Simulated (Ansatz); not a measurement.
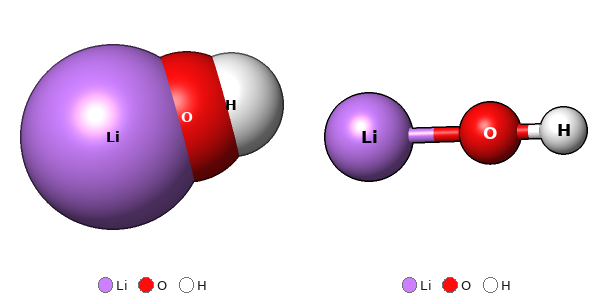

Two views of one molecule.

Computed geometry: PBE0-D4/def2-TZVP optimisation.

What does the picture show?

It has 3 atoms: 1 hydrogen, 1 lithium and 1 oxygen (HLiO). As SMILES it reads `[Li][OH]`. The point group is C∞v. All atoms lie on one line. Coordination: 1 O linear.

More results for the same structure follow; atom numbers are the same in all pictures, views and colours differ.

## Geometry

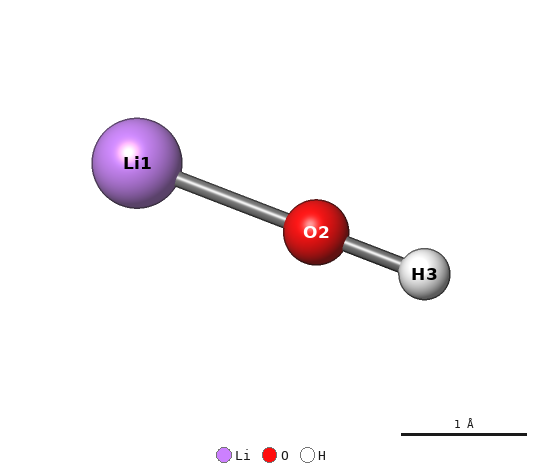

Atoms carry their numbers in the input.

Give these bond angles: Li1–O2–H3.

```json
{"angle": "Li1–O2–H3", "degrees": "180.0"}
```

## Levels of theory compared

Program: Ansatz 0.2.0.

Tabulate HOMO–LUMO gap (eV), HOMO energy (eV) at these levels: BHLYP-D4/def2-TZVPP; BLYP-D4/def2-TZVPP; HSE06 (plane-wave form)-D4/def2-TZVPP; PBE-D4/def2-TZVPP; PBE0-D4/def2-QZVPP; PBE0-D4/def2-SVP; SPW92 (LDA)/def2-TZVPP; r2SCAN-D4/def2-TZVPP; r2SCANh-D4/def2-TZVPP; ωB97M-V/def2-QZVPP; ωB97M-V/def2-SVP; ωB97X-V/def2-TZVPP.

```json
{"level": "BHLYP-D4/def2-TZVPP", "HOMO–LUMO gap (eV)": "7.18", "HOMO energy (eV)": "−7.75"}
{"level": "BLYP-D4/def2-TZVPP", "HOMO–LUMO gap (eV)": "3.24", "HOMO energy (eV)": "−4.63"}
{"level": "HSE06 (plane-wave form)-D4/def2-TZVPP", "HOMO–LUMO gap (eV)": "4.66", "HOMO energy (eV)": "−5.77"}
{"level": "PBE-D4/def2-TZVPP", "HOMO–LUMO gap (eV)": "3.32", "HOMO energy (eV)": "−4.66"}
{"level": "PBE0-D4/def2-QZVPP", "HOMO–LUMO gap (eV)": "5.41", "HOMO energy (eV)": "−6.28"}
{"level": "PBE0-D4/def2-SVP", "HOMO–LUMO gap (eV)": "4.98", "HOMO energy (eV)": "−5.78"}
{"level": "SPW92 (LDA)/def2-TZVPP", "HOMO–LUMO gap (eV)": "3.63", "HOMO energy (eV)": "−4.86"}
{"level": "r2SCAN-D4/def2-TZVPP", "HOMO–LUMO gap (eV)": "4.19", "HOMO energy (eV)": "−4.87"}
{"level": "r2SCANh-D4/def2-TZVPP", "HOMO–LUMO gap (eV)": "4.89", "HOMO energy (eV)": "−5.46"}
{"level": "ωB97M-V/def2-QZVPP", "HOMO–LUMO gap (eV)": "8.33", "HOMO energy (eV)": "−8.82"}
{"level": "ωB97M-V/def2-SVP", "HOMO–LUMO gap (eV)": "8.16", "HOMO energy (eV)": "−8.29"}
{"level": "ωB97X-V/def2-TZVPP", "HOMO–LUMO gap (eV)": "9.04", "HOMO energy (eV)": "−8.73"}
```

## Vibrations

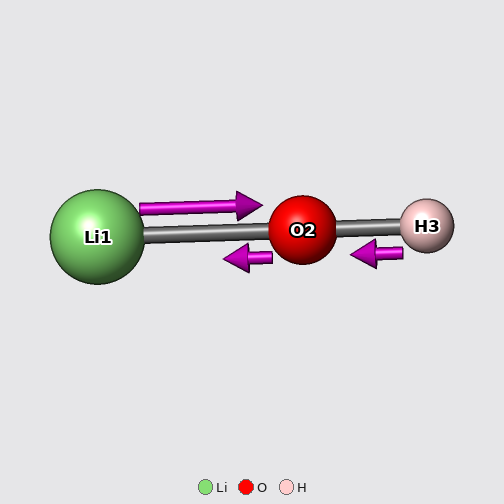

The arrows show one normal mode. Harmonic vibrations computed with RKS PBE0-D4/def2-TZVP (Ansatz 0.2.0) at a stationary point of the same level.

**What kind of motion is it?**

Mostly Li–O stretching.

**Estimate its harmonic wavenumber.**

979 cm⁻¹; it is mode 3 of 4 counted from the lowest.

## Dipole moment

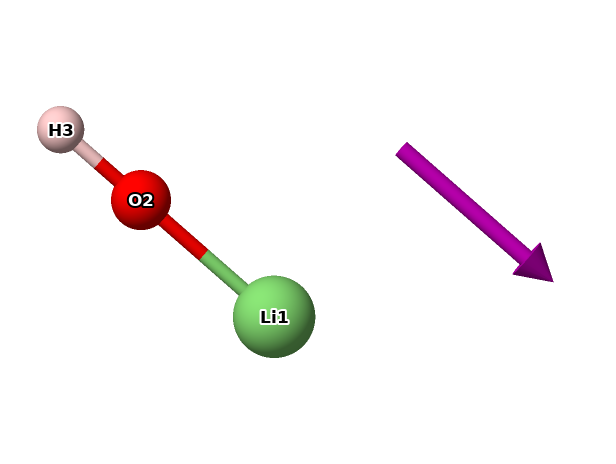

The arrow beside the molecule shows the direction of the dipole moment, from the negative to the positive end (its length means nothing). Method: RKS ωB97M-V/def2-TZVPP (Ansatz 0.2.0).

**How large is the dipole moment?**

4.25 D; it points from the side of H3 to the side of Li1 (the outermost atoms at the two ends).

## Charges

The questions are on Mulliken charges. Method: RKS PBE0-D4/def2-TZVP (Ansatz 0.2.0).

Give the Mulliken charges atom by atom.

```tsv
atom	value (e)
Li1	0.72
O2	−1.00
H3	0.29
```

Mulliken values depend strongly on the basis set and can even reverse the polarity of a bond.
